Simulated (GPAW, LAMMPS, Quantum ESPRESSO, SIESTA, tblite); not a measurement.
# Which run comes nearest? Amorphous carbon (150 atoms)

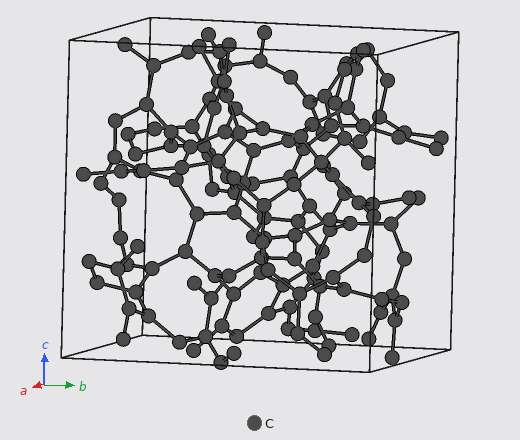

The cell (carbon dark grey). Some periodic images of atoms are drawn too.

Density of this cell: 1.74 g/cm³. The cell holds 150 atoms: 150 C. Its edges and angles: a = 11.985 Å, b = 11.985 Å, c = 11.985 Å, α = 90.0°, β = 90.0°, γ = 90.0°. 150 atoms (150 C) placed at random at 1.74 g/cm³, melted at 5500 K for 10 ps at fixed volume with the LCBOP (Los and Fasolino, Phys. Rev. B 68, 024107 (2003)). Quenched from 5500 K to 300 K at 100 K/ps and fixed volume, held 5 ps.

Geometry: as built.

The reference, a calculation:

```
method                 : Kohn-Sham DFT, PBE, SSSP efficiency 1.3.0 pseudopotentials, plane waves (Quantum ESPRESSO 7.5); sssp-pbe-1.3.0-efficiency, cutoffs 45/360 Ry, Γ point
r.m.s. force component : 1.623 eV/Å
longest force          : 7.232 eV/Å
pressure               : -10.65 GPa
time                   : 3.4 min on 4 MPI ranks of Arm Neoverse V2, shared host
CPU time               : 14 min
```

**Question.** The same geometry is run in other programs. How far does each lie from the reference, and what does it cost?
- GPAW PBE, LCAO dzp, h 0.16 Å (GPAW 26.7.0; 4 MPI ranks)
- GPAW PBE, LCAO dzp, h 0.2 Å, other mixer settings (GPAW 26.7.0; 4 MPI ranks)
- SIESTA PBE, SZP, shift 0.01 Ry, mesh 300 Ry (SIESTA 5.4.2; 2 MPI ranks)
- SIESTA PBE, SZ, shift 0.01 Ry, mesh 300 Ry (SIESTA 5.4.2; 1 thread)
- QE PBE, sssp-1.3.0-efficiency, 35/280 Ry (Quantum ESPRESSO 7.5; 4 MPI ranks)
- SIESTA PBE, TZP, shift 0.01 Ry, mesh 300 Ry (SIESTA 5.4.2; 4 MPI ranks)
- GPAW PBE, LCAO szp(dzp), h 0.2 Å (GPAW 26.7.0; 2 MPI ranks)
- tblite GFN1-xTB (tblite 0.8.0; 1 thread)
- GPAW PBE, LCAO dzp, h 0.2 Å (GPAW 26.7.0; 2 MPI ranks)
- QE PBE+D3(BJ), sssp-1.3.0-efficiency, 45/360 Ry (Quantum ESPRESSO 7.5; 4 MPI ranks)

Differences are against the plane-wave reference, forces as r.m.s. over components; share is that over the reference's r.m.s. force, slope the least-squares factor from reference forces to these. Total energies of different programs have different zeros and aren't compared.

| run | Δ force, r.m.s. (meV/Å) | share (%) | slope | Δ pressure (GPa) | cores | CPU time | memory (GiB) |
| --- | --- | --- | --- | --- | --- | --- | --- |
| reference | - | - | - | - | 4 | 14 min | 6.1 |
| GPAW PBE, LCAO dzp, h 0.16 Å | 150 | 9.27 | 1.007 | - | 4 | 14 min | 4.1 |
| GPAW PBE, LCAO dzp, h 0.2 Å, other mixer settings | 152 | 9.39 | 1.008 | - | 4 | 12 min | 3.0 |
| SIESTA PBE, SZP, shift 0.01 Ry, mesh 300 Ry (coarse) | 531 | 32.7 | 1.010 | 14.2 | 2 | 5.3 min | 1.6 |
| SIESTA PBE, SZ, shift 0.01 Ry, mesh 300 Ry (coarse) | 826 | 50.9 | 1.057 | 24.1 | 1 | 1.8 min | 0.72 |
| QE PBE, sssp-1.3.0-efficiency, 35/280 Ry (coarse) | 9.41 | 0.580 | 0.998 | -2.34 | 4 | 10 min | 4.2 |
| SIESTA PBE, TZP, shift 0.01 Ry, mesh 300 Ry | 193 | 11.9 | 1.013 | 4.60 | 4 | 12 min | 2.9 |
| GPAW PBE, LCAO szp(dzp), h 0.2 Å (coarse) | 387 | 23.9 | 1.002 | - | 2 | 4.7 min | 1.6 |
| tblite GFN1-xTB | 302 | 18.6 | 1.065 | -5.59 | 1 | 4.3 s | 0.14 |
| GPAW PBE, LCAO dzp, h 0.2 Å | 152 | 9.34 | 1.008 | - | 2 | 7.5 min | 2.1 |
| QE PBE+D3(BJ), sssp-1.3.0-efficiency, 45/360 Ry | 30.1 | 1.86 | 1.000 | -1.14 | 4 | 13 min | 6.1 |

Rows marked coarse were listed beforehand as settings not expected to be converged; some can still land near the reference.

CPU time is summed over cores on a shared host, where runs went side by side, so it is rough. Symmetry, cutoffs, thresholds, outputs and thread counts weren't matched or tuned between programs; memory under MPI is the largest rank's times the ranks.

The PBE runs in local orbitals, coarse settings apart, differ by 9.3 % (GPAW PBE, LCAO dzp, h 0.16 Å) to 12 % (SIESTA PBE, TZP, shift 0.01 Ry, mesh 300 Ry); basis, grid and potentials can all enter. Tight binding differs by 19 % (tblite GFN1-xTB); it is another model, with fitted parameters of its own, and the xTB methods hold dispersion. In the reference's own program, potentials and cutoffs, a change of model alone moves forces by 1.9 % (QE PBE+D3(BJ), sssp-1.3.0-efficiency, 45/360 Ry). Runs with settings chosen to be coarse differ by 0.58 % (QE PBE, sssp-1.3.0-efficiency, 35/280 Ry) to 51 % (SIESTA PBE, SZ, shift 0.01 Ry, mesh 300 Ry), their programs' other errors included. Periodic xTB results under one method name differ between programs and library versions. The network of bonds at the start is that of the classical potential that made the cell, and needn't be the one that DFT or experiment would give. The electronic-structure runs sample only Γ, in a cell whose shortest periodic width is 12 Å, which is coarse for a cell with partly filled levels.

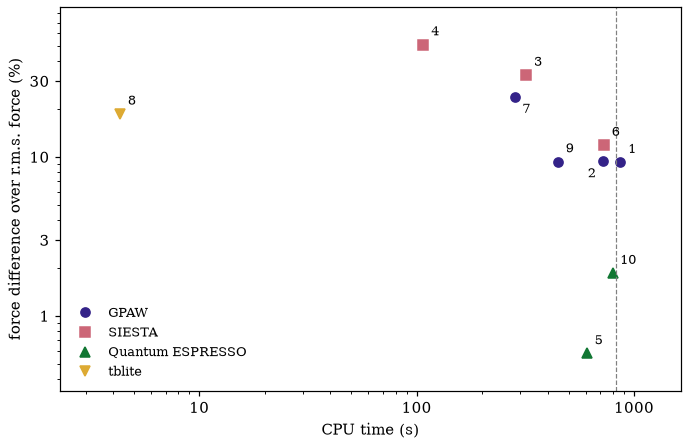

Force difference against CPU time; the dashed line marks the reference's time. Points: 1 GPAW PBE, LCAO dzp, h 0.16 Å; 2 GPAW PBE, LCAO dzp, h 0.2 Å, other mixer settings; 3 SIESTA PBE, SZP, shift 0.01 Ry, mesh 300 Ry; 4 SIESTA PBE, SZ, shift 0.01 Ry, mesh 300 Ry; 5 QE PBE, sssp-1.3.0-efficiency, 35/280 Ry; 6 SIESTA PBE, TZP, shift 0.01 Ry, mesh 300 Ry; 7 GPAW PBE, LCAO szp(dzp), h 0.2 Å; 8 tblite GFN1-xTB; 9 GPAW PBE, LCAO dzp, h 0.2 Å; 10 QE PBE+D3(BJ), sssp-1.3.0-efficiency, 45/360 Ry.

[Logs are printed without paths, hosts, clocks, repeated set-up lines and the standing remarks that a program may print on its own settings, such as how far it seeks lower states.]

[Hosts, paths, dates, database ids (printed as entryN), source tags and the programs' standing remarks are cut or masked in the printed files.]
